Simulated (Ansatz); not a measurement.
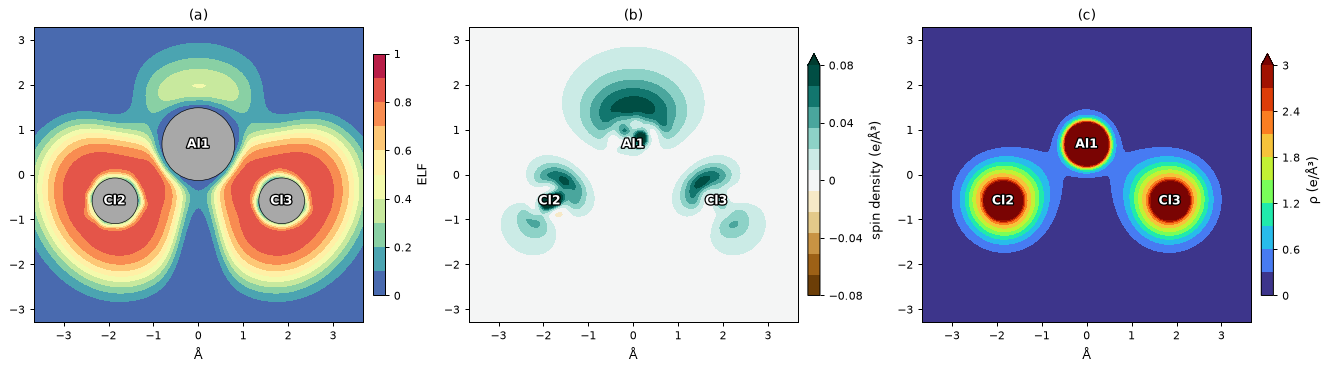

The picture shows: AlCl2O (charge −1, triplet). (a) electron localisation function; (b) spin density; (c) total electron density on the plane of atoms Cl2, Al1 and Cl3. Grey discs cover the atomic cores in the ELF map.

Geometry: B3LYP-D3(BJ)/def2-SVPD.

Computed with isolated molecule in a Gaussian basis; Kohn-Sham density functional theory, functional PBE0 in Ansatz.

```xyz
4

Al   -0.2405   -0.3581    0.5506
Cl   -0.6473   -2.5564    0.3566
Cl   -0.8261    0.7567   -1.3067
O     1.5694   -0.2401    0.5913
```

### Describe what can be read from this map.

- The plane passes through Al and Cl nuclei.
- Al–Cl (2.24 Å): the density is about 0.56 e/Å³ at the midpoint; the ELF peaks at about 0.85 in the valence shell of Cl, 0.9 Å from its nucleus, and is about 0.80 at the midpoint.
- The ELF also peaks beside Cl2 and Cl3, away from the bonds: non-bonding electrons, paired or unpaired.
- The unpaired spin (2 electrons) lies mostly on O4 (about 1.0), Al1 (about 0.8), Cl2 (about 0.1) and Cl3 (about 0.1), in electrons by Hirshfeld's partition.
